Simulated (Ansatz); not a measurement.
# B2FH3: rigid scan of one bond length from a Python script

The task is a rigid scan of one bond length, for B2FH3.

Computed with the Python package of Ansatz 0.2.0. Level of theory: Hartree-Fock/cc-pVDZ.

### 1 The structure

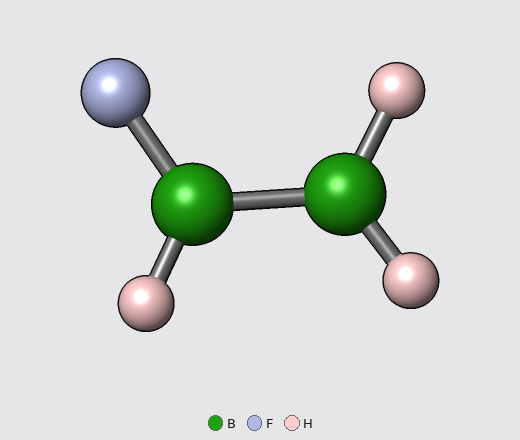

The structure that the script starts from, seen from a chosen angle (boron green, fluorine light blue, hydrogen pink).

The script holds or builds the structure itself.

### 2 The script

Input file scan_b2fh3.py:

```python
"""Stretching a bond of B2FH3, the rest held rigid."""

from dataclasses import dataclass
import warnings

import ansatz as az
import numpy as np


@dataclass
class Settings:
    basis: str = "cc-pVDZ"
    xc: str = "hf"


opts = Settings()

GEOMETRY = """
B    -0.40680    0.14540   -0.68800
B     0.41960   -0.26360    0.62880
F     0.66520    0.70000    1.66000
H    -0.60540   -0.58390   -1.55690
H    -0.85570    1.28950   -0.81260
H     0.82520   -1.35150    0.72260
"""


def main() -> None:
    warnings.simplefilter("ignore", az.DeckWarning)

    b2fh3 = az.Crystal.molecule()
    for line in GEOMETRY.strip().splitlines():
        symbol, *xyz = line.split()
        b2fh3 = b2fh3.atom(symbol, [float(v) for v in xyz])

    symbols = [site.symbol for site in b2fh3.cartesian_sites]
    start = np.array([site.position_ang for site in b2fh3.cartesian_sites])
    axis = (start[3] - start[0]) / np.linalg.norm(start[3] - start[0])
    moving = [3]
    lengths, energies = [1.013, 1.06, 1.106, 1.152, 1.198, 1.244, 1.29, 1.359], []
    for length in lengths:
        xyz = start.copy()
        xyz[moving] += (length - np.linalg.norm(start[3] - start[0])) * axis
        point = az.Crystal.molecule()
        for symbol, xyz in zip(symbols, xyz):
            point = point.atom(symbol, xyz.tolist())
        job = (
            point.calculation()
            .basis(gaussian=opts.basis)
            .functional(opts.xc)
        )
        rep = job.run().report
        energies.append(rep["free_energy_ev"])
        print(f"r = {length:6.3f} A  E = {energies[-1]:.5f} eV  <S^2> = {abs(rep['mean_field']['state']['spin_squared']):.3f}")

    # quartic fit about the minimum
    fit = np.polynomial.Polynomial.fit(lengths, np.array(energies) - min(energies), 4).convert()
    roots = [r.real for r in fit.deriv().roots() if abs(r.imag) < 1e-9 and fit.deriv(2)(r.real) > 0]
    r_e = min(roots, key=lambda r: abs(r - lengths[int(np.argmin(energies))]))
    print(f"minimum of the fit at {r_e:.4f} A, force constant {fit.deriv(2)(r_e):.2f} eV/A^2")


if __name__ == "__main__":
    main()
```

### 3 What the engine is handed

The engine receives this input (first run):

```yaml
crystal:
  periodic: [false, false, false]
  atoms:
    - { symbol: B, position_ang: [-0.4068, 0.1454, -0.688] }
    - { symbol: B, position_ang: [0.4196, -0.2636, 0.6288] }
    - { symbol: F, position_ang: [0.6652, 0.7, 1.66] }
    - { symbol: H, position_ang: [-0.5814893989585923, -0.49609536082830474, -1.45228811054945] }
    - { symbol: H, position_ang: [-0.8557, 1.2895, -0.8126] }
    - { symbol: H, position_ang: [0.8252, -1.3515, 0.7226] }
basis:
  gaussian:
    orbitals: cc-pVDZ
hamiltonian:
  xc: hf
```

### 4 Launch

Run with:

```
$ python scan_b2fh3.py
```

**Question.** What results will this script give? Wanted: range of energy; lowest point, distance.

The runs gave:

| quantity | value |
| --- | --- |
| bond length at the fit's minimum | 1.1994 Å |
| runs compared | 8 |
| range of energy | 0.606 eV |
| lowest point, distance (Å) | 1.20 |

What this shows: The curve has its lowest point inside the range, at 1.20. The ends stand 0.606 and 0.25 eV above it. The distance scanned is the script's pair 0, 3. Reading the output:
- The rest of the molecule is held rigid at a force-field or estimated start geometry, and the basis set is modest; single-reference methods fail as a bond breaks.
- The orbitals are restricted, so S² is zero by construction.
